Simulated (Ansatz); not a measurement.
# triplet GaBr at 6 levels

Aim: a comparison of 6 runs (UHF/aug-cc-pVTZ, U-r2SCAN0/aug-cc-pVTZ, U-revPBE/aug-cc-pVTZ, UCAM-B3LYP/aug-cc-pVTZ, UPBE/aug-cc-pVTZ, UCCSD(T)/aug-cc-pVTZ) of triplet GaBr. 

The calculation is run with Ansatz 0.2.0.

34 further runs of the same task are left out: 34 set aside as unsound or not needed.

## 1. The system as given

The species is GaBr (2 atoms), meant as a triplet with charge 0. As SMILES of the parent species, `[Ga][Br]`. The shape is that of a PBE0-D4/def2-TZVP optimisation. That shape belongs to the parent species and isn't relaxed for this state.

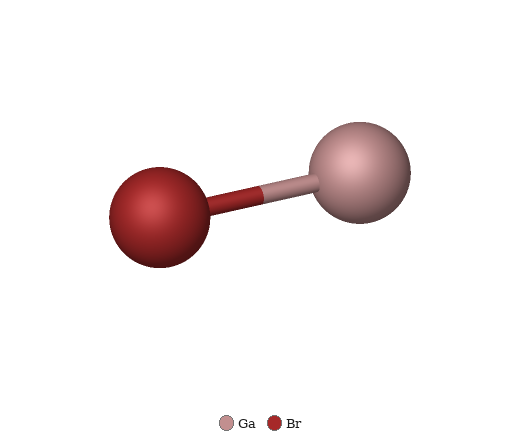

Viewed from a chosen angle; gallium pink, bromine red.

## 2. The energy at UHF/aug-cc-pVTZ (run 1)

molecule.yaml

```yaml
crystal:
  periodic: [false, false, false]
  atoms:
    - symbol: Ga
      position_ang: [-0.000000, -0.000000, 0.013830]
    - symbol: Br
      position_ang: [0.000000, 0.000000, 2.388120]
basis:
  gaussian: {orbitals: aug-cc-pVTZ}
magnetization: {spin_polarized: true, initial_magnetization: 2}
hamiltonian: {xc: hf}
accuracy: high
output: {orbitals: {seedname: orbitals}}
```

Run with:

```
$ ansatz run molecule.yaml --threads 1 --pin off --max-ram 3480MiB --events-out events.jsonl --progress --plain --runs-dir runs
```

What it wrote:

```text
Warning: RAYON_NUM_THREADS=1 ignored (pool sized by the plan → 1); use --threads N
Functional definition: HF
  name "HF"
  exchange = exact_x
  correlation = 0
1523 factors; integrals over basis functions are off by at most 4.5e-9 eV
mean field evaluation 1: about -122333.8460 eV, gradient 7.0e0 eV
mean field evaluation 2: about -122333.9311 eV, gradient 7.1e0 eV
mean field evaluation 4: about -122334.9415 eV, gradient 2.2e0 eV
mean field evaluation 8: about -122335.0988 eV, gradient 5.8e-1 eV
mean field evaluation 16: about -122335.1190 eV, gradient 1.9e-8 eV
mean field evaluation 32: about -122335.0989 eV, gradient 5.8e-1 eV
mean field -122335.11903592 eV, -4495.7327028483 hartree, gradient 3.7e-8 eV, S^2 2.011120; 0 other end points of the search recorded, 0 dependent functions left out
reference -122335.11903592 eV, -4495.7327028483 hartree; 34, 32 occupied and 84, 86 virtual orbitals, 1523 factors
Total energy: -122335.11903592 eV, -4495.7327028483 hartree
```

Wall time 11 s (1 thread of Arm Neoverse V1, shared host); peak memory 0.54 GiB.

## 3. The energy at U-r2SCAN0/aug-cc-pVTZ (run 2)

in.yaml

```yaml
crystal:
  periodic: [false, false, false]
  atoms:
    - {symbol: Ga, position_ang: [-0.000000, -0.000000, 0.013830]}
    - {symbol: Br, position_ang: [0.000000, 0.000000, 2.388120]}
basis:
  gaussian:
    orbitals: aug-cc-pVTZ
magnetization:
  spin_polarized: true
  initial_magnetization: 2
hamiltonian:
  xc: {name: r2SCAN0}
accuracy: high
output: {orbitals: {seedname: orbitals}}
```

Run with:

```
$ ansatz run in.yaml --threads 1 --pin off --max-ram 3480MiB --events-out events.jsonl --progress --plain --runs-dir runs
```

What it wrote:

```text
Warning: RAYON_NUM_THREADS=1 ignored (pool sized by the plan → 1); use --threads N
Functional definition: r2SCAN0
  name "r2SCAN0"
  parameter a = 0.25
  parameter k0 = 0.174
  parameter k1 = 0.065
  parameter a1 = 4.9479
  exchange = (1 - a)*r2scan_x(k0 = k0, k1 = k1, a1 = a1) + a*exact_x
  correlation = r2scan_c
1523 factors; integrals over basis functions are off by at most 4.5e-9 eV
mean field evaluation 1: about -122423.1239 eV, gradient 8.8e0 eV
mean field evaluation 2: about -122423.2918 eV, gradient 8.5e0 eV
mean field evaluation 4: about -122423.6220 eV, gradient 6.2e-1 eV
mean field evaluation 8: about -122423.6541 eV, gradient 6.9e-2 eV
mean field evaluation 16: about -122423.6542 eV, gradient 3.9e-5 eV
mean field -122423.65420130 eV, -4498.9863101645 hartree, gradient 9.2e-8 eV, S^2 2.007169; 0 other end points of the search recorded, 0 dependent functions left out
reference -122423.65420605 eV, -4498.9863103392 hartree; 34, 32 occupied and 84, 86 virtual orbitals, 1523 factors
Total energy: -122423.65420605 eV, -4498.9863103392 hartree
```

Run time: 46 s. Hardware: 1 thread of Arm Neoverse V1, shared host; peak memory 0.62 GiB.

Runs 3 to 5 aren't shown in full; the table further down has their settings and results.

## 4. The energy at UCCSD(T)/aug-cc-pVTZ (run 6)

in.yaml

```yaml
crystal:
  periodic: [false, false, false]
  atoms:
    - symbol: Ga
      position_ang: [-0.000000, -0.000000, 0.013830]
    - symbol: Br
      position_ang: [0.000000, 0.000000, 2.388120]
basis:
  gaussian:
    orbitals: aug-cc-pVTZ
magnetization:
  spin_polarized: true
  initial_magnetization: 2
correlation:
  method: ccsd_t
  frozen_orbitals: {Br: 9, Ga: 9}
accuracy: high
scf:
  omitted_lower_state_checks: [cluster_reference, increment]
```

Run with:

```
$ ansatz run in.yaml --threads 1 --pin off --max-ram 3480MiB --events-out events.jsonl --progress --plain --runs-dir runs
```

What it wrote:

```text
Warning: RAYON_NUM_THREADS=1 ignored (pool sized by the plan → 1); use --threads N
[... 13 lines left out ...]
18 core orbitals not correlated: weight in the atoms' cores, before any rotation towards them, 1.000 or more for the frozen orbitals, at most 0.000 for the correlated occupied ones
[... 25 lines left out ...]
Total energy: -122344.98286940 eV, -4496.0951920426 hartree
Checks for a lower state left out: cluster_reference, increment
```

Run time: 62 s. Hardware: 1 thread of Arm Neoverse V1, shared host; peak memory 1.3 GiB.

## 5. Overview of the runs

```tsv
run	level	frozen core orbitals	energy (Eh)	HOMO energy (eV)	⟨S²⟩	wall time
1	UHF/aug-cc-pVTZ	–	-4495.732703	-6.76	2.011	11 s
2	U-r2SCAN0/aug-cc-pVTZ	–	-4498.986310	-4.48	2.007	46 s
3	U-revPBE/aug-cc-pVTZ	–	-4498.677574	-3.31	2.003	44 s
4	UCAM-B3LYP/aug-cc-pVTZ	–	-4499.275944	-5.29	2.007	25 s
5	UPBE/aug-cc-pVTZ	–	-4498.357584	-3.31	2.003	48 s
6	UCCSD(T)/aug-cc-pVTZ	18	-4496.095192	–	2.011	62 s
```

## 6. Summary of results

| quantity | value |
| --- | --- |
| run 6: total energy | -4496.09519 Eh |
| run 6: correlation energy (18 core orbitals frozen) | -362.5 mEh |
| run 6: (T) correction | -17.14 mEh |
| run 6: ⟨S²⟩ of the reference determinant | 2.011 |
| run 6: T1 diagnostic | 0.014 |

In words: Totals of different functionals can't be ranked against each other. All runs together took 3.9 min, the longest 62 s.
